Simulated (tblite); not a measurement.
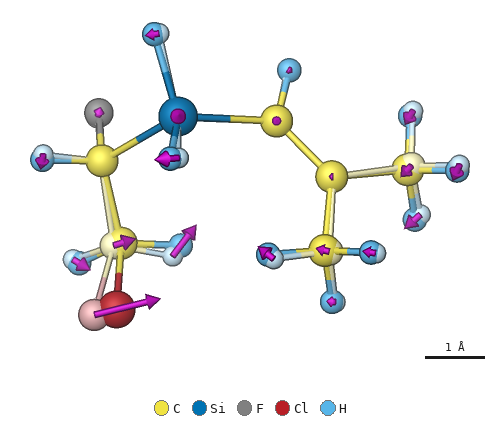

This is a relaxation of C₆H₁₂ClFSi. The starting structure is drawn faded, the final one solid; purple arrows show the displacements, 3 times their true length. The two geometries are superimposed by the best rigid fit.

The picture is a ball-and-stick view, seen face on.

Level of theory: tblite, GFN2-xTB geometry optimisation, gas phase. 

Which element moves most?

Chlorine: up to 0.39 Å, against 0.24 Å for hydrogen.

Describe the change and its energy.

The energy falls by 4.36 kcal/mol in 86 geometry steps. The Cl atom moves most after the best rigid fit: 0.39 Å. Largest moves by element: Cl 0.39 Å, H 0.24 Å, C 0.14 Å, Si 0.12 Å, F 0.06 Å. Near-neighbour distances that change, for instance: C–Si 1.878 → 1.936 Å, C–Si 1.848 → 1.875 Å, H–Si 1.488 → 1.465 Å, C–Cl 1.788 → 1.770 Å. Among the angles between lasting bonds that change: C–Si–H 109.9° → 116.8°, C–Si–H 109.9° → 104.8°, C–Si–C 112.0° → 107.2°. The run took 0.67 s on 1 thread of Arm Neoverse V2, on a shared host.
